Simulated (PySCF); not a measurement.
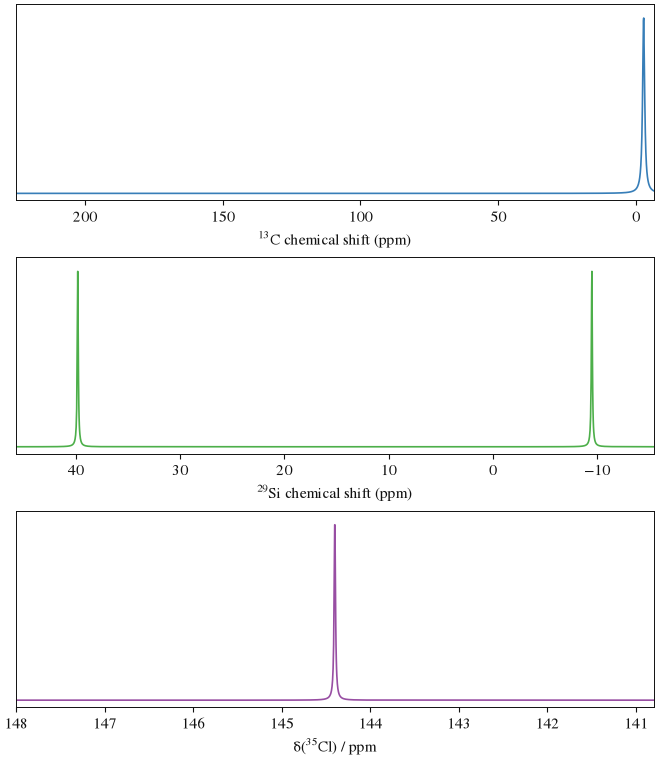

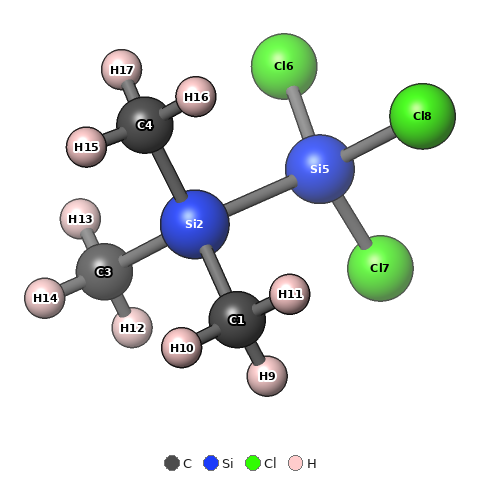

Spectrum and numbered structure of C₃H₉Cl₃Si₂, SMILES C[Si](C)(C)[Si](Cl)(Cl)Cl. GIAO shifts, PBE0/pcSseg-1 with PySCF 2.14.0, at a GFN2-xTB geometry (no frequency check), against TMS for ¹³C, TMS for ²⁹Si and HCl for ³⁵Cl computed at the same level (Cl: the usual scale starts at aqueous chloride instead). Gas phase, fully decoupled, line heights follow the number of nuclei, widths are arbitrary (no quadrupolar broadening); values of one conformer, averaged over methyl-type rotors and exact or near symmetry.

> Where does the ¹³C line lie?

At −2.8 ppm (C1, C3 and C4).

> Assign the ²⁹Si signals to the numbered atoms.

```tsv
δ (ppm)	nuclei	atoms
39.8	1	Si5
−9.5	1	Si2
```

> Where does the ³⁵Cl line lie?

At 144.4 ppm (Cl6, Cl7 and Cl8).

Caveats: the tight-binding geometry is rougher than a DFT one and adds to the error.
